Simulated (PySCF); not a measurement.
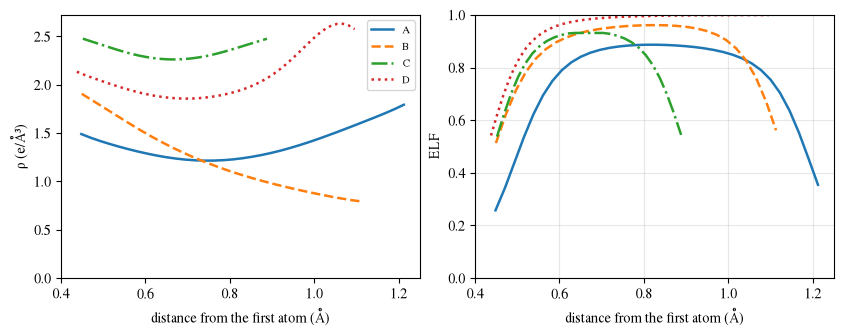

*C5H9ClSi (SMILES ClC[C@H]1C=CC[SiH2]1). Total electron density and ELF along straight lines between neighbouring atoms. The curves leave out the atomic cores.*

Geometry: PBE0-D3(BJ)/def2-SVP.

Method: PBE0/pcSseg-1, SCF density, gas phase, non-relativistic (PySCF).

```tsv
atom	x (Å)	y (Å)	z (Å)
Cl	2.6729	-2.0728	2.9516
C	3.3612	-1.4488	1.4149
C	2.2800	-0.9454	0.4705
C	1.3533	-2.0404	-0.0020
C	0.0801	-2.0514	0.4178
C	-0.4107	-0.9611	1.3343
Si	1.0182	0.2785	1.2338
H	4.0628	-0.6486	1.6883
H	3.9335	-2.2809	0.9777
H	2.8050	-0.4867	-0.3876
H	1.7440	-2.8356	-0.6479
H	-0.6009	-2.8541	0.1132
H	-0.5605	-1.3473	2.3575
H	-1.3768	-0.5458	1.0050
H	0.7120	1.3651	0.2515
H	1.4520	0.9087	2.5153
```

### Which curve belongs to which contact (C–C, C–Cl, C–H and C–Si)? The first atom named is at distance zero.

Curve A: C–Cl (1.80 Å): ρ is about 1.3 e/Å³ halfway; the ELF peaks at about 0.90 between the atoms, as expected for a shared electron pair. Curve B: C–Si (1.89 Å): ρ is about 0.93 e/Å³ halfway; the ELF peaks at about 0.95 between the atoms; a covalent bond. Curve C: C–C (1.34 Å): ρ is about 2.3 e/Å³ halfway; the ELF peaks at about 0.95 between the atoms; a short, multiple covalent bond. Curve D: C–H (1.10 Å): ρ is about 2 e/Å³ halfway; the ELF climbs to about 1 towards the hydrogen, as it does in any bond to H (a covalent bond by its length).
